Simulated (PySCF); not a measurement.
**[Yb(H2O)7]3+: forces at shaken geometries**

How stiff is [Yb(H2O)7]3+? Its atoms are displaced at random by several amounts. The structure is generated, not taken from experiment.

Program: PySCF 2.14.0. Level of theory: BP86, Yb lcecp-1-SVP with ECP59, O def2-SVP, H def2-SVP; scalar-relativistic core potentials, no spin–orbit coupling. These are calculated values, not measurements.

4 further runs of the same task are left out: 2 for a known fault of the program, 2 that didn't finish.

## Step 1: Where the work starts

22 atoms, charge 3, spin multiplicity 1.

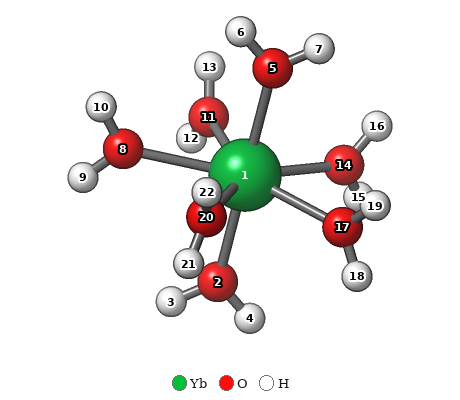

The structure; ytterbium green, oxygen red, hydrogen white; atoms are numbered from 1 in the order of the file.

Geometry (Å):

```
Yb    0.0000    0.0000    0.0000
O    -0.0032    0.0000    2.3269
H     0.7698    0.0000    2.9416
H    -0.7785    0.0000    2.9388
O    -0.0032    0.0000   -2.3269
H     0.7698    0.0000   -2.9416
H    -0.7785    0.0000   -2.9388
O     2.4029    0.0000    0.0000
H     3.0158    0.0000    0.7700
H     3.0158    0.0000   -0.7700
O     0.7377    2.2686    0.0000
H     0.9037    2.8516    0.7752
H     0.9037    2.8516   -0.7752
O    -1.9383    1.4091    0.0000
H    -2.4061    1.8012    0.7721
H    -2.4061    1.8012   -0.7721
O    -1.9383   -1.4091    0.0000
H    -2.4061   -1.8012    0.7721
H    -2.4061   -1.8012   -0.7721
O     0.7377   -2.2686    0.0000
H     0.9037   -2.8516    0.7752
H     0.9037   -2.8516   -0.7752
```

Formal oxidation states: Yb +3. Each metal's 13 4f electrons lie in its core potential, so multiplicities, spins and levels count the valence alone. An earlier session relaxed this geometry at BP86, Yb lcecp-1-SVP with ECP59, O def2-SVP, H def2-SVP (singlet, point group C2v). Its vibrations showed it to be a saddle point, relaxed within its symmetry.

Its energy there is -573.281143 Eh.

## Step 2: Atoms moved at random, σ = 0.1 Å

Input file run.py (the lines that set the calculation):

```python
mol = gto.M(atom='''
Yb    -0.08710    -0.04327    -0.02277
O      0.01368    -0.00174     2.16069
H      0.93083    -0.11339     2.90108
H     -0.81952    -0.00778     2.83704
O      0.14915     0.04373    -2.26954
H      0.66593    -0.02150    -2.93479
H     -0.80908    -0.18622    -2.80317
O      2.45197     0.02685     0.08880
H      3.13553    -0.01862     0.71463
H      2.98870    -0.06308    -0.84359
O      0.65143     2.35966    -0.01566
H      0.89947     3.01859     0.78104
H      0.95563     2.87082    -0.80736
O     -2.02620     1.29483    -0.05636
H     -2.48416     1.85974     0.59810
H     -2.28467     1.69551    -0.59328
O     -2.03678    -1.44296     0.03153
H     -2.40779    -1.68915     0.85229
H     -2.34954    -1.63686    -0.54996
O      0.60924    -2.24826    -0.07567
H      1.05432    -2.83382     0.81013
H      0.79917    -2.86309    -0.80317''',
    basis={'Yb': 'lcecp-1-SVP', 'O': 'def2-SVP', 'H': 'def2-SVP'},
    ecp={'Yb': 'lcecp-1-SVP'},
    charge=3, spin=0)
mf = dft.RKS(mol, xc='B88,P86')
mf.grids.atom_grid = (50, 194)  # f atoms: unpruned, at least (60, 302)
mf = mf.density_fit()  # fitting sets: Yb AutoAux, O def2-universal-JKFIT, H def2-universal-JKFIT
mf.conv_tol = 1e-08; mf.max_cycle = 55
mf.kernel(dm0)  # dm0: the density of the relaxed state
```

The run is started by

```sh
OMP_NUM_THREADS=4 python run.py
```

Standard output:

```text
init E= -572.758740005126
  HOMO = -0.723435934687259  LUMO = -0.571472030520113  gap/eV = 4.13515
cycle= 1 E= -572.846325571142  delta_E= -0.0876  |g|= 0.414  |ddm|= 1.13
  HOMO = -0.648136389523134  LUMO = -0.492068065532152  gap/eV = 4.24684
cycle= 2 E= -572.759090196486  delta_E= 0.0872  |g|= 0.804  |ddm|= 0.827
  HOMO = -0.687661236295558  LUMO = -0.503324232321007  gap/eV = 5.01607
cycle= 3 E= -572.881363964419  delta_E= -0.122  |g|= 0.0885  |ddm|= 0.527
  HOMO = -0.692004902813792  LUMO = -0.506129025284842  gap/eV = 5.05794
cycle= 4 E= -572.882597116972  delta_E= -0.00123  |g|= 0.0429  |ddm|= 0.0828
  HOMO = -0.689991004394752  LUMO = -0.506381898587773  gap/eV = 4.99626
cycle= 5 E= -572.88291776898  delta_E= -0.000321  |g|= 0.00818  |ddm|= 0.0297
  HOMO = -0.69073051337427  LUMO = -0.506241385913792  gap/eV = 5.02020
cycle= 6 E= -572.882929544336  delta_E= -1.18e-05  |g|= 0.00287  |ddm|= 0.00689
  HOMO = -0.690703363889384  LUMO = -0.506287961588999  gap/eV = 5.01820
cycle= 7 E= -572.882930993595  delta_E= -1.45e-06  |g|= 0.000644  |ddm|= 0.00216
  HOMO = -0.690697631563005  LUMO = -0.506307645339108  gap/eV = 5.01751
cycle= 8 E= -572.882931087309  delta_E= -9.37e-08  |g|= 0.00018  |ddm|= 0.000518
  HOMO = -0.690703124675274  LUMO = -0.506307840775072  gap/eV = 5.01765
cycle= 9 E= -572.882931118088  delta_E= -3.08e-08  |g|= 9.46e-05  |ddm|= 0.000165
  HOMO = -0.690698414158486  LUMO = -0.506307406491319  gap/eV = 5.01753
cycle= 10 E= -572.88293110789  delta_E= 1.02e-08  |g|= 8.85e-06  |ddm|= 6.42e-05
  HOMO = -0.690699316216566  LUMO = -0.50630790989997  gap/eV = 5.01755
cycle= 11 E= -572.882931107906  delta_E= -1.61e-11  |g|= 2.67e-06  |ddm|= 9.39e-06
  HOMO = -0.690699213093954  LUMO = -0.506307761157627  gap/eV = 5.01755
Extra cycle  E= -572.882931107906  delta_E= 4.55e-13  |g|= 4.79e-06  |ddm|= 5.07e-06
converged SCF energy = -572.882931107906
```

Run time: 15 s. Hardware: 4 threads of Arm Neoverse V1, shared host.

Result: E = -572.882931 Eh (+10.836 eV from the relaxed state), HOMO -18.79 eV, LUMO -13.78 eV, Mulliken charge on Yb1 +0.86 e, largest force component 35.718 eV/Å. 

```
atom       Fx       Fy  Fz (eV/Å)
 Yb1    1.089    0.682     -0.095
  O2    1.247   -0.608      5.358
  H3   -3.629    0.514     -2.790
  H4    2.320    0.086     -1.567
  O5  -10.500   -0.373      6.015
  H6    7.199   -0.597     -8.285
  H7    3.043    0.902      1.689
  O8   -1.179   -0.265     -5.160
  H9    2.250   -0.067      2.195
 H10   -1.498    0.297      2.869
 O11    0.590    1.485      1.757
 H12   -0.679   -1.823     -2.046
 H13   -0.095   -0.163      0.211
 O14   11.185  -17.340     25.257
 H15    0.143   -0.395      1.782
 H16  -11.462   18.027    -27.138
 O17   21.527   13.506     34.146
 H18   -1.473   -1.059      1.572
 H19  -20.240  -12.617    -35.718
 O20    1.852   -1.998      3.912
 H21   -1.724    2.226     -3.357
 H22    0.036   -0.420     -0.606
```

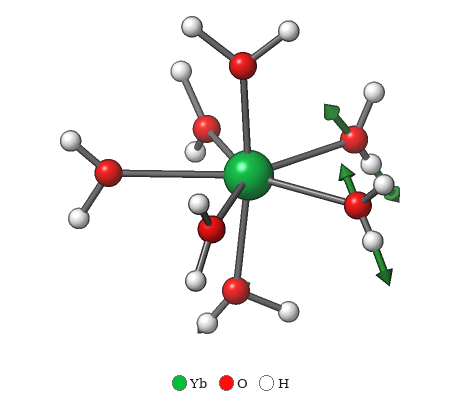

Forces as arrows, the longest for the largest force.

## Step 3: Atoms moved at random, σ = 0.1 Å

Input file run.py (the lines that set the calculation):

```python
mol = gto.M(atom='''
Yb    -0.07414     0.02586     0.01618
O      0.05187     0.08178     2.37489
H      0.82267    -0.02124     2.89959
H     -0.84666    -0.00451     2.96645
O     -0.04972    -0.20512    -2.21007
H      0.80614     0.12794    -2.98876
H     -0.64102     0.09821    -2.84536
O      2.41856     0.20570     0.07297
H      3.10600     0.02441     0.83802
H      3.04309    -0.03666    -0.88858
O      0.61888     2.33899     0.02508
H      0.89662     2.84093     0.78371
H      0.86443     2.99761    -0.91098
O     -2.16643     1.28419    -0.10451
H     -2.43955     1.70147     0.73528
H     -2.43536     1.77665    -0.81872
O     -1.81723    -1.47514    -0.01040
H     -2.42523    -1.90268     0.81153
H     -2.34083    -1.81947    -0.61472
O      0.69589    -2.35500    -0.06193
H      0.79077    -2.81109     0.71890
H      1.12145    -2.87283    -0.78857''',
    basis={'Yb': 'lcecp-1-SVP', 'O': 'def2-SVP', 'H': 'def2-SVP'},
    ecp={'Yb': 'lcecp-1-SVP'},
    charge=3, spin=0)
mf = dft.RKS(mol, xc='B88,P86')
mf.grids.atom_grid = (50, 194)  # f atoms: unpruned, at least (60, 302)
mf = mf.density_fit()  # fitting sets: Yb AutoAux, O def2-universal-JKFIT, H def2-universal-JKFIT
mf.conv_tol = 1e-08; mf.max_cycle = 55
mf.kernel(dm0)  # dm0: the density of the relaxed state
```

The run is started by

```sh
OMP_NUM_THREADS=4 python run.py
```

Standard output:

```text
init E= -572.524522079773
  HOMO = -0.793544346982216  LUMO = -0.637236018790283  gap/eV = 4.25337
cycle= 1 E= -573.089634128807  delta_E= -0.565  |g|= 0.487  |ddm|= 1.09
  HOMO = -0.602745850914282  LUMO = -0.49043210174608  gap/eV = 3.05621
cycle= 2 E= -572.958145778977  delta_E= 0.131  |g|= 0.967  |ddm|= 0.98
  HOMO = -0.691789723131645  LUMO = -0.507453301627105  gap/eV = 5.01605
cycle= 3 E= -573.136576441454  delta_E= -0.178  |g|= 0.102  |ddm|= 0.656
  HOMO = -0.691276764615284  LUMO = -0.512745755578432  gap/eV = 4.85808
cycle= 4 E= -573.138527690946  delta_E= -0.00195  |g|= 0.0311  |ddm|= 0.0894
  HOMO = -0.691542977512045  LUMO = -0.512706531368025  gap/eV = 4.86639
cycle= 5 E= -573.138687909688  delta_E= -0.00016  |g|= 0.0102  |ddm|= 0.0248
  HOMO = -0.691627060873276  LUMO = -0.512669394185007  gap/eV = 4.86969
cycle= 6 E= -573.138707402715  delta_E= -1.95e-05  |g|= 0.00226  |ddm|= 0.00775
  HOMO = -0.691818973047729  LUMO = -0.512732327856778  gap/eV = 4.87320
cycle= 7 E= -573.138708186555  delta_E= -7.84e-07  |g|= 0.00102  |ddm|= 0.00191
  HOMO = -0.691783451448398  LUMO = -0.512767440094532  gap/eV = 4.87127
cycle= 8 E= -573.138708376882  delta_E= -1.9e-07  |g|= 0.000151  |ddm|= 0.000724
  HOMO = -0.691786700324802  LUMO = -0.512763725409162  gap/eV = 4.87146
cycle= 9 E= -573.138708380107  delta_E= -3.23e-09  |g|= 8.69e-05  |ddm|= 0.000144
  HOMO = -0.691795405720423  LUMO = -0.512768100083363  gap/eV = 4.87158
Extra cycle  E= -573.13870837569  delta_E= 4.42e-09  |g|= 0.000177  |ddm|= 0.000168
converged SCF energy = -573.13870837569
```

It took 14 s on 4 threads of Arm Neoverse V1, shared host.

Result: E = -573.138708 Eh (+3.876 eV from the relaxed state), HOMO -18.82 eV, LUMO -13.95 eV, Mulliken charge on Yb1 +0.85 e, largest force component 8.691 eV/Å. 

```
atom      Fx      Fy  Fz (eV/Å)
 Yb1   0.776  -0.059      0.570
  O2  -4.948  -0.083     -0.929
  H3   1.726  -0.252      1.934
  H4   3.075   0.264     -1.155
  O5   6.180   1.036     -1.750
  H6  -2.417  -1.685      3.333
  H7  -3.769   0.801     -2.291
  O8   3.214  -1.591     -2.352
  H9  -1.324   0.371     -1.755
 H10  -2.241   0.968      4.065
 O11  -0.001   1.072     -5.243
 H12   0.625   1.145      1.176
 H13  -0.908  -2.420      4.040
 O14   2.388  -3.029      3.447
 H15  -0.493   0.477     -0.173
 H16  -1.663   2.702     -3.196
 O17   1.473   1.106      8.691
 H18   2.333   1.594     -2.039
 H19  -4.255  -2.810     -6.479
 O20  -0.193   2.894     -3.804
 H21   0.569  -2.531      3.523
 H22  -0.145   0.029      0.387
```

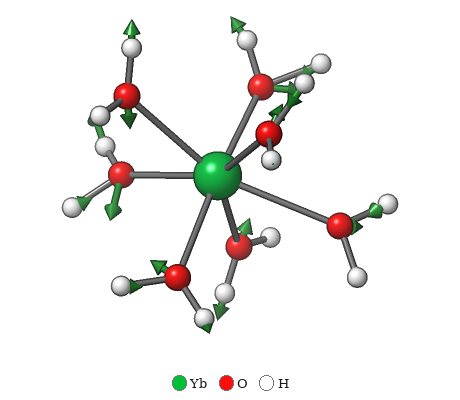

Forces as arrows, the longest for the largest force.

## Step 4: Atoms moved at random, σ = 0.15 Å

Input file run.py (the lines that set the calculation):

```python
mol = gto.M(atom='''
Yb     0.04331    -0.14321    -0.06600
O      0.15338    -0.20323     2.38810
H      0.99576     0.10548     3.01834
H     -0.60645     0.45741     2.86174
O     -0.04933    -0.05802    -2.21989
H      0.50190     0.10267    -3.00717
H     -0.69244     0.10009    -3.31660
O      2.43880     0.00256    -0.06225
H      3.02137     0.03556     0.64747
H      3.10291     0.05252    -0.73982
O      0.67985     2.22519     0.02550
H      0.99052     2.79070     0.93596
H      0.97674     2.86391    -0.62054
O     -2.04839     1.61606    -0.07033
H     -2.40075     1.76279     0.60371
H     -2.32796     1.92678    -0.88646
O     -2.10119    -1.38021     0.19611
H     -2.39962    -1.84033     0.88085
H     -2.66484    -1.86398    -0.76089
O      0.87813    -2.54845    -0.00153
H      0.62334    -2.88828     0.85094
H      0.88516    -3.11604    -0.65724''',
    basis={'Yb': 'lcecp-1-SVP', 'O': 'def2-SVP', 'H': 'def2-SVP'},
    ecp={'Yb': 'lcecp-1-SVP'},
    charge=3, spin=0)
mf = dft.RKS(mol, xc='B88,P86')
mf.grids.atom_grid = (50, 194)  # f atoms: unpruned, at least (60, 302)
mf = mf.density_fit()  # fitting sets: Yb AutoAux, O def2-universal-JKFIT, H def2-universal-JKFIT
mf.conv_tol = 1e-08; mf.max_cycle = 55
mf.kernel(dm0)  # dm0: the density of the relaxed state
```

The run is started by

```sh
OMP_NUM_THREADS=4 python run.py
```

Standard output:

```text
init E= -572.279330675176
  HOMO = -0.800351334383879  LUMO = -0.703043676388312  gap/eV = 2.64788
cycle= 1 E= -572.913216774205  delta_E= -0.634  |g|= 0.71  |ddm|= 1.44
  HOMO = -0.596823709334203  LUMO = -0.514068709564409  gap/eV = 2.25188
cycle= 2 E= -572.529473369186  delta_E= 0.384  |g|= 1.56  |ddm|= 1.54
  HOMO = -0.684569490497495  LUMO = -0.545650673204687  gap/eV = 3.78017
cycle= 3 E= -573.013415284203  delta_E= -0.484  |g|= 0.133  |ddm|=  1.1
  HOMO = -0.689929657226035  LUMO = -0.552947235087476  gap/eV = 3.72748
cycle= 4 E= -573.016487902713  delta_E= -0.00307  |g|= 0.0612  |ddm|= 0.134
  HOMO = -0.688034430321576  LUMO = -0.553725184382941  gap/eV = 3.65474
cycle= 5 E= -573.017105538605  delta_E= -0.000618  |g|= 0.0184  |ddm|= 0.0479
  HOMO = -0.688364128549757  LUMO = -0.55369926338966  gap/eV = 3.66442
cycle= 6 E= -573.017167640626  delta_E= -6.21e-05  |g|= 0.00451  |ddm|= 0.0146
  HOMO = -0.688383245409046  LUMO = -0.553670259485369  gap/eV = 3.66573
cycle= 7 E= -573.017171251237  delta_E= -3.61e-06  |g|= 0.00154  |ddm|= 0.00364
  HOMO = -0.688420262881849  LUMO = -0.553720029328652  gap/eV = 3.66538
cycle= 8 E= -573.017171666762  delta_E= -4.16e-07  |g|= 0.000428  |ddm|= 0.00122
  HOMO = -0.688411864446493  LUMO = -0.553717698658541  gap/eV = 3.66521
cycle= 9 E= -573.017171697938  delta_E= -3.12e-08  |g|= 0.000231  |ddm|= 0.000447
  HOMO = -0.688407543386536  LUMO = -0.553722584495457  gap/eV = 3.66496
cycle= 10 E= -573.017171707294  delta_E= -9.36e-09  |g|= 3.65e-05  |ddm|= 0.000155
  HOMO = -0.688411654397068  LUMO = -0.553720628539519  gap/eV = 3.66513
Extra cycle  E= -573.017171707418  delta_E= -1.24e-10  |g|= 6.72e-05  |ddm|= 8.27e-05
converged SCF energy = -573.017171707418
```

Run time: 14 s. Hardware: 4 threads of Arm Neoverse V1, shared host.

Read off: E = -573.017172 Eh (+7.183 eV from the relaxed state), HOMO -18.73 eV, LUMO -15.07 eV, Mulliken charge on Yb1 +0.91 e, largest force component 17.335 eV/Å. 

```
atom       Fx      Fy  Fz (eV/Å)
 Yb1   -0.310   0.189      1.464
  O2   -0.004   3.878      2.709
  H3   -2.429  -1.316     -1.899
  H4    2.288  -2.452     -1.376
  O5   -3.043   0.810     -5.750
  H6    3.223  -0.010      0.479
  H7   -0.115  -0.786      4.347
  O8   -2.930  -0.231     -1.600
  H9    1.918   0.001      3.617
 H10    0.800  -0.010     -2.062
 O11    0.894   0.968      4.402
 H12   -1.209  -2.095     -3.002
 H13    0.298   0.780     -1.369
 O14   12.427  -6.814    -15.081
 H15  -10.331   4.594     17.335
 H16   -1.791   1.671     -2.290
 O17    1.188   2.176     -9.849
 H18   -2.660  -3.909      5.618
 H19    2.169   1.956      4.177
 O20   -0.321   7.760      4.887
 H21   -0.130  -1.397      0.895
 H22    0.067  -5.761     -5.652
```

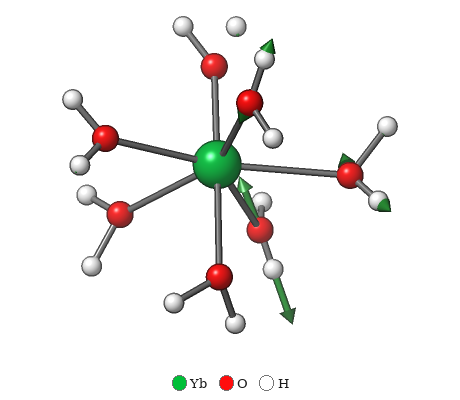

Forces as arrows, the longest for the largest force.

## Step 5: Results

| σ (Å) | energy rise (eV) | harmonic estimate −½ F·u (eV) | largest force component (eV/Å) |
| --- | --- | --- | --- |
| 0.1 | 10.836 | 13.419 | 35.72 |
| 0.1 | 3.876 | 3.476 | 8.69 |
| 0.15 | 7.183 | 7.059 | 17.34 |

Every displacement raises the energy. For a harmonic well the rise equals −½ F·u; the two differ by at most 24 % here (a move with σ = 0.1 Å), from anharmonicity, the grid and the small forces left at the relaxed point. These are double-zeta-type bases without diffuse functions. Spin–orbit coupling is left out.
